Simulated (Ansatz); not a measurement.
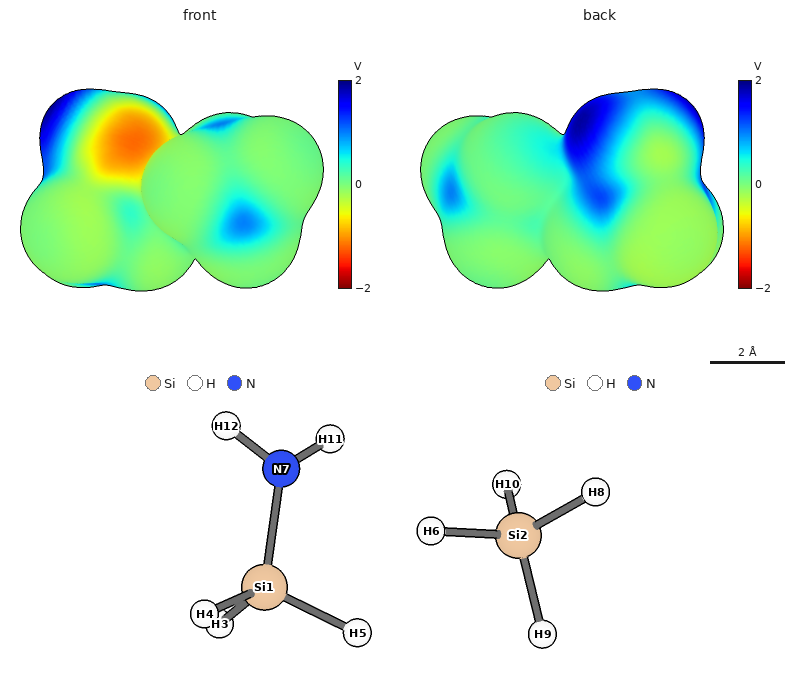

Figure 1: H5NSi···SiH4. The molecular electrostatic potential painted on the density surface at 0.002 e/bohr³, seen from the front and from behind; the colour scale runs from red (negative) to blue (positive). The bare structure is drawn below in the same view.

The product side of a reaction path; geometry: PBE0-D4/def2-TZVP.

Level of theory: Ansatz 0.2.0, RKS PBE0-D4/def2-TZVPP.

Input

```
crystal:
  periodic: [false, false, false]
  atoms:
    - {symbol: Si, position_ang: [-1.466689, 1.052622, -0.412202]}
    - {symbol: Si, position_ang: [1.242264, -1.761866, 0.913605]}
    - {symbol: H, position_ang: [-2.557274, 1.299543, -1.402544]}
    - {symbol: H, position_ang: [-1.821156, 1.781312, 0.832832]}
    - {symbol: H, position_ang: [-1.427781, -0.412352, -0.160722]}
    - {symbol: H, position_ang: [0.997924, -0.525860, 1.695084]}
    - {symbol: N, position_ang: [0.109139, 1.548214, -0.886941]}
    - {symbol: H, position_ang: [2.473262, -2.430157, 1.410629]}
    - {symbol: H, position_ang: [0.092208, -2.689250, 1.061765]}
    - {symbol: H, position_ang: [1.421483, -1.426599, -0.521928]}
    - {symbol: H, position_ang: [0.601483, 1.035674, -1.600655]}
    - {symbol: H, position_ang: [0.335339, 2.528618, -0.928922]}
basis:
  gaussian: {orbitals: def2-TZVPP}
hamiltonian: {xc: pbe0, dispersion: d4}
output: {orbitals: {seedname: orbitals}}
```

Command:

```sh
ansatz run in.yaml --threads 4 --pin off --events-out ev --progress --plain --max-ram 9574MiB
```

Describe the electrostatic potential map.

The most negative region (about −1.1 V, or −25 kcal/mol for a unit charge) lies over N7, the most positive (about +1.8 V, or +42 kcal/mol for a unit charge) over H11 and H12. N7 is the likeliest acceptor of a hydrogen bond.
